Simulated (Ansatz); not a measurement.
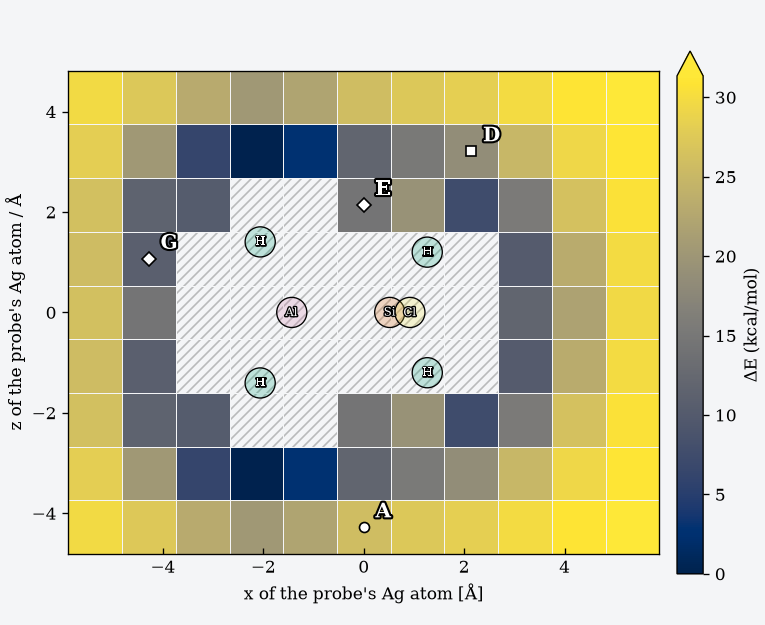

AlClH₄Si (SMILES [AlH2][SiH2]Cl) with the probe Ag+. The probe is moved over the plane through the molecule's long axis and the normal of its main plane. Coordinates scanned: (1) x of the probe's Ag atom; (2) z of the probe's Ag atom. Nothing is relaxed (molecule and probe rigid). The grid has 11 × 9 points. At 22 points there is no value (left out of the scan, as a rule where atoms come close). Energies: kcal/mol, counted from the lowest grid point. Energies and slopes of some neighbouring points disagree (a jump in structure or state, or too coarse a mesh). Method: Ansatz 0.2.0, RKS B3LYP-D4/def2-SVP.

Drawn: one coloured cell a grid point, labelled circles for the molecule's atoms, projected on the plane, one colour for all values above the top of the scale, hatched blanks where no value was computed, lettered points.

> Is E the lowest point of the computed grid?

No. E lies 14.5 kcal/mol above the lowest grid point, which is at x of the probe's Ag atom = −2.14 Å, z of the probe's Ag atom = 3.21 Å [nearest 1 H at 1.89 Å].

> Rank the lettered points by energy, lowest first.

G (10.9 kcal/mol), E (14.5 kcal/mol), D (18.6 kcal/mol), A (25.7 kcal/mol).
